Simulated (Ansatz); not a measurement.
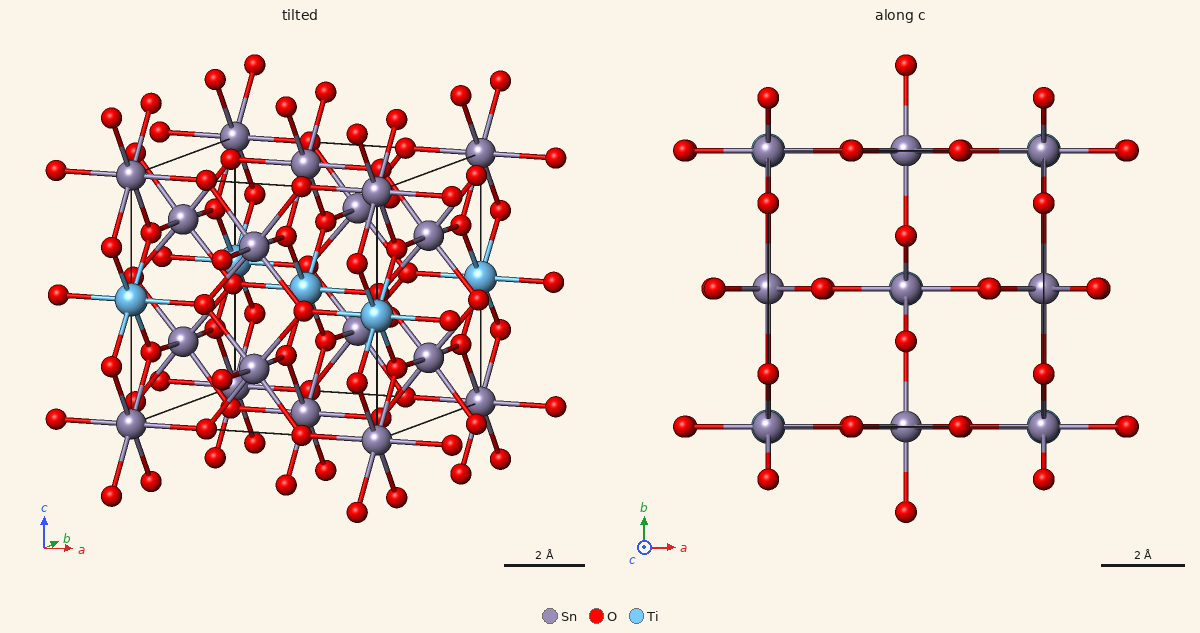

View slightly off an axis and along the c axis, drawn as a ball-and-stick model. One conventional unit cell is framed, with atoms on its boundary repeated. Some neighbours outside the box are added.

TiSn₃O₈, space group Cmmm (No. 65), a = 6.664 Å, b = 6.677 Å, c = 6.296 Å, α = 90.00°, β = 90.00°, γ = 90.00°. It goes back to a structure type filled with these elements by a generator (whether the compound takes this form wasn't checked). Earlier steps of the study may have refined or changed the cell and positions. It was the input of a calculation with Ansatz.

This one geometry was computed with Ansatz (DFT, plane waves, PAW) at five levels of theory: r2SCAN, PBE, HSE06, PBE with spin-orbit coupling and PBE0. It was relaxed beforehand with r2SCAN.

Question: Which level gives the highest pressure at this volume, and what does that say about its equilibrium volume?

Answer: Highest: PBE (7.2 GPa) and PBE with spin-orbit coupling (7.2 GPa), which points to the largest equilibrium volume. Lowest, with the smallest volume: HSE06 (-1.8 GPa) and PBE0 (-1.9 GPa). Levels within 0.5 GPa of each other can't be told apart.

Question: How does the band gap change with the level of theory?

Answer: PBE: a gap of 1.91 eV, indirect; PBE with spin-orbit coupling: a gap of 1.91 eV, indirect; r2SCAN: a gap of 2.40 eV, indirect; HSE06: a gap of 3.71 eV, indirect; PBE0: a gap of 4.48 eV, indirect.

Question: Collect the results in a table.

Answer:
| level | cutoff (eV) | k-mesh of the run's cell | gap (eV) | pressure (GPa) |
| --- | --- | --- | --- | --- |
| r2SCAN | 500 | 6×6×4 | 2.40 | 0.0 |
| PBE | 420 | 6×6×4 | 1.91 | 7.2 |
| HSE06 | 420 | 4×4×2 | 3.71 | -1.8 |
| PBE with spin-orbit coupling | 420 | 6×6×4 | 1.91 | 7.2 |
| PBE0 | 420 | 4×4×2 | 4.48 | -1.9 |

Gaps are taken on the k-mesh or band path of each run.
